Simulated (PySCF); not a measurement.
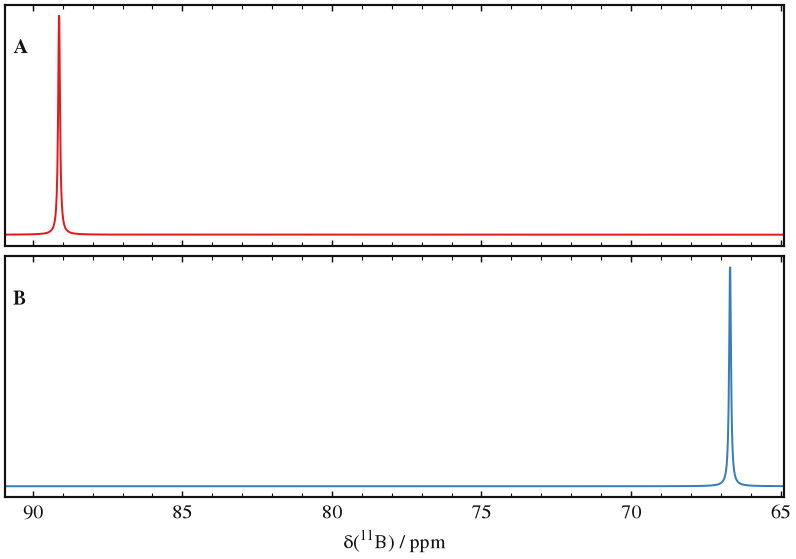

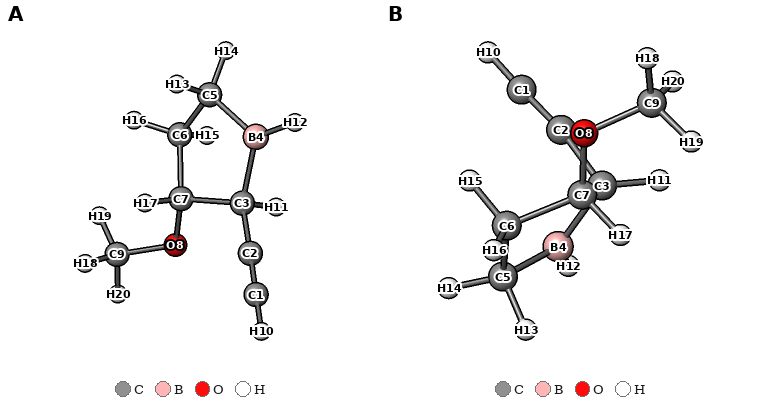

Related molecules: A is C₇H₁₁BO, SMILES C#C[C@@H]1BCC[C@H]1OC; B is C₇H₁₁BO, SMILES C#C[C@@H]1BCC[C@@H]1OC. GIAO ¹¹B shifts against BF₃.OEt₂, PBE0/pcSseg-1, PySCF, at a PBE0-D3(BJ)/def2-SVP geometry (no frequency check); fully decoupled, line heights follow the number of nuclei within a panel, widths are arbitrary (no quadrupolar broadening); values of one conformer, averaged over methyl-type rotors and exact or near symmetry; other conformers aren't averaged in.

**How does the ¹¹B shift respond?**

From A (89.1 ppm) to B (66.7 ppm) the nucleus is shielded by 22.4 ppm.
